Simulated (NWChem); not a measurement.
**SO (sulfur oxide): UPBE0/LANL2DZ (core potential)**

Aim: the vertical ionisation energy of SO (sulfur oxide) at UPBE0/LANL2DZ (core potential), from 2 runs. 

The calculation is run with NWChem 7.3.0.

2 further runs of the same task are left out: 2 set aside as unsound or not needed.

### 1 The system as given

SO has 2 atoms, charge 0, and is taken as a triplet. As SMILES, `O=S`. Geometry: the measured bond length.

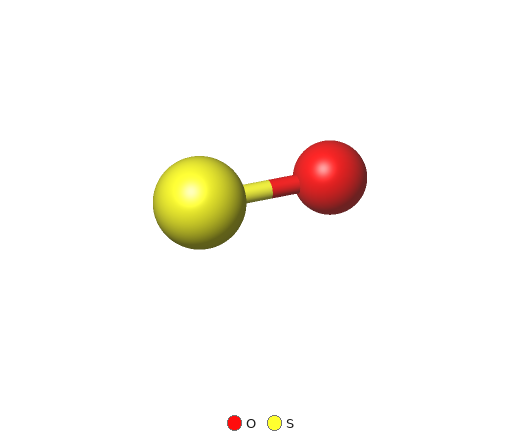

Viewed from a chosen angle; oxygen red, sulfur yellow.

### 2 The energy at UPBE0/LANL2DZ (core potential)

a.nw

```
start a
title "sulfur oxide"
memory total 2200 mb

geometry noautosym nocenter noautoz
 O      0.000000     0.000000     0.000000
 S      0.000000     0.000000     1.481087
end

basis spherical bse
 * library LANL2DZ
end

ecp bse
 S library LANL2DZ
end

dft
 xc pbe0
 mult 3
 grid fine
 convergence energy 1e-08
 maxiter 100
 mulliken
 noprint "final vectors analysis"
end

task dft energy
```

Command:

```console
$ nwchem a.nw > a.out
```

Output:

```text
[...]
          Wavefunction type:  spin polarized.
          No. of atoms     :     2
          No. of electrons :    14
[...]
          Charge           :     0
          Spin multiplicity:     3
[...]
          AO basis - number of functions:    17
[...]
              XC Information
              --------------
                         PBE0 Method XC Functional
                     Hartree-Fock (Exact) Exchange  0.250
          PerdewBurkeErnzerhof Exchange Functional  0.750
            Perdew 1991 LDA Correlation Functional  1.000 local
           PerdewBurkeErnz. Correlation Functional  1.000 non-local
[...]
 d= 0,ls=0.0,diis     1    -85.0907050820 -1.02D+02  2.62D-02  7.64D-02     0.2
[...]
 d= 0,ls=0.0,diis     9    -85.1482845101 -9.93D-10  1.07D-06  1.64D-09     0.7
[...]
         Total DFT energy =      -85.148284510127
      One electron energy =     -153.314359989191
           Coulomb energy =       61.695782164598
    Exchange-Corr. energy =      -10.679616145266
 Nuclear repulsion energy =       17.149909459732
[...]
      Total Density - Mulliken Population Analysis
     ---------------------------------------------
    Atom       Charge   Shell Charges
 -----------   ------   -------------------------------------------------------
    1 O    8     8.48   2.00  0.97  1.01  3.31  1.19
    2 S    6     5.52   1.05  0.88  2.23  1.37
[...]
      <S2> =      2.0058 (Exact =     2.0000)
[...]
```

Wall time 1.4 s (1 thread of AMD EPYC 9R14 (Zen 4), shared host); peak memory 0.11 GiB.

### 3 The doublet cation, same level

work.nw

```
start work
title "OS"
memory 2200 mb
charge 1

geometry units angstrom noautosym nocenter noautoz
  O      0.000000     0.000000     0.000000
  S      0.000000     0.000000     1.481087
end

basis spherical bse
  * library LANL2DZ
end

ecp bse
  S library LANL2DZ
end

dft
  xc pbe0
  mult 2
  grid fine
  convergence energy 1e-08
  iterations 100
  mulliken
  noprint "final vectors analysis"
end

task dft energy
```

Command:

```console
$ nwchem work.nw > work.out
```

Output:

```text
[...]
          Wavefunction type:  spin polarized.
          No. of atoms     :     2
          No. of electrons :    13
[...]
          Charge           :     1
          Spin multiplicity:     2
[...]
          AO basis - number of functions:    17
[...]
              XC Information
              --------------
                         PBE0 Method XC Functional
                     Hartree-Fock (Exact) Exchange  0.250
          PerdewBurkeErnzerhof Exchange Functional  0.750
            Perdew 1991 LDA Correlation Functional  1.000 local
           PerdewBurkeErnz. Correlation Functional  1.000 non-local
[...]
 d= 0,ls=0.0,diis     1    -84.1649152992 -1.01D+02  1.08D-01  1.04D+00     0.2
[...]
 d= 0,ls=0.0,diis    13    -84.7440162581 -7.60D-10  3.80D-07  8.36D-12     1.0
[...]
         Total DFT energy =      -84.744016258118
      One electron energy =     -148.288298018480
           Coulomb energy =       56.654452890109
    Exchange-Corr. energy =      -10.260080589478
 Nuclear repulsion energy =       17.149909459732
[...]
      Total Density - Mulliken Population Analysis
     ---------------------------------------------
    Atom       Charge   Shell Charges
 -----------   ------   -------------------------------------------------------
    1 O    8     8.18   2.00  1.03  0.98  3.19  0.97
    2 S    6     4.82   1.08  0.86  2.08  0.80
[...]
      <S2> =      0.7519 (Exact =     0.7500)
[...]
```

Run time: 1.7 s. Hardware: 1 thread of AMD EPYC 9R14 (Zen 4), shared host; peak memory 0.11 GiB.

### 4 What came out

At UPBE0/LANL2DZ (core potential):

| quantity | value |
| --- | --- |
| triplet SO: total energy | -85.14828 Eh |
| triplet SO: dipole moment | 1.87 D |
| triplet SO: ⟨S²⟩ | 2.006 |
| doublet cation: total energy | -84.74402 Eh |
| doublet cation: ⟨S²⟩ | 0.752 |
| vertical ionisation energy (to the doublet cation) | 11.001 eV |

**Reading.** Removing an electron at fixed nuclei costs 11.00 eV (1061 kJ/mol).
